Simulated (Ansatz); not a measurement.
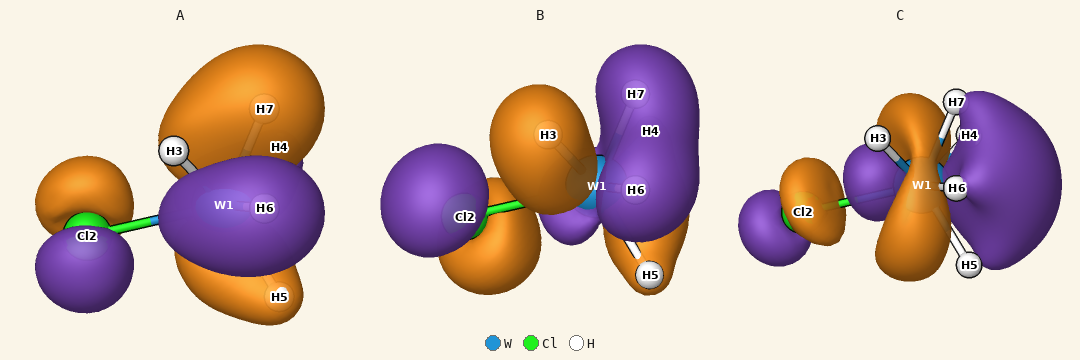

Figure 1: ClH5W. Three frontier orbitals at ±0.1 Å⁻³ᐟ² (orange and purple are the two phases), in no order.

Core potentials replace the inner electrons of W.

These are results of RKS B3LYP-D4/def2-SVP (Ansatz), not measurements.

```
atom    x (Å)    y (Å)    z (Å)
   W   0.0024   0.1646   0.3748
  Cl   0.9245   0.2800   2.4579
   H   1.3460  -0.7414   0.0171
   H  -0.1385   1.7153  -0.3128
   H  -1.5120  -0.6112   0.4227
   H  -0.1571  -1.1767  -0.6251
   H   0.7559   0.3694  -1.1133
```

Question: Which picture is the HOMO−1, the HOMO and the LUMO?

Answer: A is the HOMO−1 (−8.74 eV). Its weight (Hirshfeld) is mainly on W1 (about 45 %), H6 (about 15 %), H7 (about 15 %) and Cl2 (about 10 %). B is the HOMO (−8.10 eV). It lies mainly on W1 (about 40 %), Cl2 (about 25 %), H3 (about 10 %), H6 (about 10 %) and H7 (about 10 %). C is the LUMO (−3.44 eV). Its weight (Hirshfeld) is mainly on W1 (about 70 %) and Cl2 (about 10 %).

Question: What is the HOMO–LUMO gap?

Answer: 4.66 eV between the orbital energies.
